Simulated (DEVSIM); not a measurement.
Structure: illuminated Si p-on-n cell, one wavelength, at 300 K.

| layer (left to right) | material | thickness (μm) | Nd (cm⁻³) | Na (cm⁻³) | τn (s) | τp (s) | absorption coefficient (cm⁻¹) |
|---|---|---|---|---|---|---|---|
| 1 | Si | 0.0880 | - | 5e18 | 1.6e-6 | 1.3e-6 | 3800 |
| 2 | Si | 180 | 6.5e15 | - | 1.6e-5 | 1.6e-5 | 3800 |

Left contact: ohmic, minority electron recombination velocity 20 cm/s. Right contact: ohmic, minority hole recombination velocity 7e6 cm/s. Voltage is applied to the left contact. Recombination: SRH at mid-gap, radiative, Auger. Light enters at the left, 3.9e17 photons cm⁻² s⁻¹, one pass, no reflection. Mobility is μmin + (μ − μmin)/(1 + (N/Nref)^α).

Constants are typed, rounded textbook-type inputs, not results; the design itself was drawn at random and stands for no fabricated device. Values at 300 K.

| parameter | Si |
|---|---|
| gap (eV) | 1.124 |
| affinity (eV) | 4.05 |
| permittivity | 11.7 |
| Nc (cm⁻³) | 2.86e19 |
| Nv (cm⁻³) | 3.1e19 |
| μn (cm²/Vs) | 1417 |
| μp (cm²/Vs) | 470 |
| μn,min | 52 |
| μp,min | 45 |
| Nref,n | 9.7e16 |
| Nref,p | 2.2e17 |
| αn | 0.68 |
| αp | 0.72 |
| B (cm³/s) | 4.7e-15 |
| Cn (cm⁶/s) | 2.8e-31 |
| Cp (cm⁶/s) | 9.9e-32 |

Simulated with DEVSIM: 1D drift-diffusion, Boltzmann statistics, complete ionisation; no tunnelling, impact ionisation, image-force lowering or self-heating.

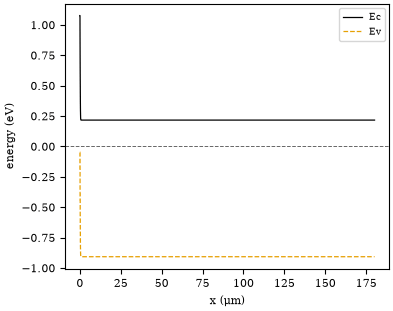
Band edges at zero bias, in the dark

Energies count from the Fermi level of the right contact; mesh points crowd at the junctions.

| x (μm) | Ec (eV) | Ev (eV) | n (cm⁻³) | p (cm⁻³) | field (V/cm) |
|---|---|---|---|---|---|
| 0.000 | 1.077 | -0.047 | < 1e2 | 5.0e18 | ≈ 0 |
| 0.02382 | 1.077 | -0.047 | < 1e2 | 5.0e18 | ≈ 0 |
| 0.05724 | 1.077 | -0.047 | < 1e2 | 5.0e18 | ≈ 0 |
| 0.08314 | 1.074 | -0.050 | < 1e2 | 4.5e18 | -15000 |
| 0.1254 | 0.870 | -0.254 | 70000 | 1.7e15 | -36000 |
| 0.2028 | 0.625 | -0.499 | 9.1e8 | 1.3e11 | -28000 |
| 0.3780 | 0.293 | -0.831 | 3.4e14 | 340000 | -10000 |
| 1.048 | 0.217 | -0.907 | 6.5e15 | 18000 | ≈ 0 |
| 2.291 | 0.217 | -0.907 | 6.5e15 | 18000 | ≈ 0 |
| 5.311 | 0.217 | -0.907 | 6.5e15 | 18000 | ≈ 0 |
| 11.93 | 0.217 | -0.907 | 6.5e15 | 18000 | ≈ 0 |
| 35.78 | 0.217 | -0.907 | 6.5e15 | 18000 | ≈ 0 |
| 84.23 | 0.217 | -0.907 | 6.5e15 | 18000 | ≈ 0 |
| 136.9 | 0.217 | -0.907 | 6.5e15 | 18000 | ≈ 0 |
| 165.8 | 0.217 | -0.907 | 6.5e15 | 18000 | ≈ 0 |
| 174.0 | 0.217 | -0.907 | 6.5e15 | 18000 | ≈ 0 |
| 177.4 | 0.217 | -0.907 | 6.5e15 | 18000 | ≈ 0 |
| 179.0 | 0.217 | -0.907 | 6.5e15 | 18000 | ≈ 0 |
| 179.7 | 0.217 | -0.907 | 6.5e15 | 18000 | ≈ 0 |
| 179.9 | 0.217 | -0.907 | 6.5e15 | 18000 | ≈ 0 |
| 180.0 | 0.217 | -0.907 | 6.5e15 | 18000 | ≈ 0 |
| 180.1 | 0.217 | -0.907 | 6.5e15 | 18000 | ≈ 0 |
